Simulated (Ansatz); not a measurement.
Calculation: PBE (plane waves to 420 eV, PAW; Ansatz, a quantum-chemistry and plane-wave program).

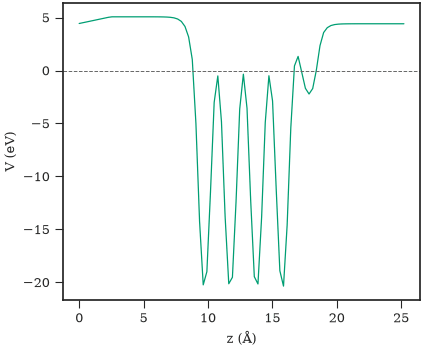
Figure: Electrostatic potential energy of an electron, averaged over planes parallel to the surface, in eV from the Fermi level, for Au on the 1x1 (111) surface of fcc Ni, ferromagnetic, one in a 2x2 cell, started at the site 'bridge Ni-Ni (span 2.5 Å)'

Model: 17-atom slab, 6.0 Å thick at the start under the adsorbate (thin: gaps and levels are the slab's own), 7x7x1 mesh, Fermi-Dirac 0.1 eV, dipole correction, 8 atoms held, the rest relaxed; held to the start's symmetry, so lower structures may exist; spin-polarised, no spin-orbit, no U, no dispersion correction. At the end it is bonded to 3 Ni. In PBE it is, or lies within 0.03 eV of, the lowest of the starts that converged.

The vacuum level lies 4.42 eV above the Fermi level over the top face and 5.07 eV above it under the bottom face.
